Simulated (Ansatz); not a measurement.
System: rutile PbO2. Method: PBEsol-D3(BJ) in Ansatz (plane waves, PAW).

Numerical settings: plane-wave cutoff 520 eV, 12×12×16 k mesh (along the axes of the cell as run), Fermi–Dirac smearing 0.05 eV, scalar-relativistic PAW data made under PBE.

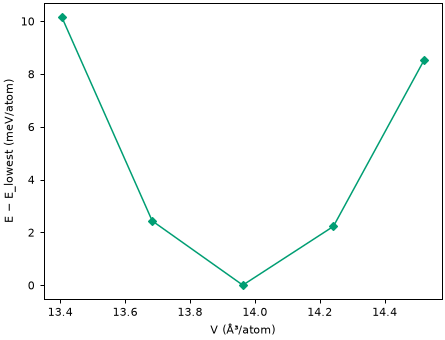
Figure: Total energy against volume

**Question.** From the curve, estimate the equilibrium volume and the bulk modulus.

**Answer.** V0 ≈ 14.0 Å³/atom and B0 ≈ 130 GPa; the fit gives V0 = 13.963 Å³/atom, B0 = 133 GPa, B′ = 5.6.

Shape and atoms are relaxed at each volume.

Note: the bulk modulus comes from volumes at which shape and atoms were relaxed.

Spin–orbit coupling is not included; it can shift volumes and moduli of such heavy elements.

Static lattice: no zero-point or thermal effects.

Ansatz is a first-principles code.
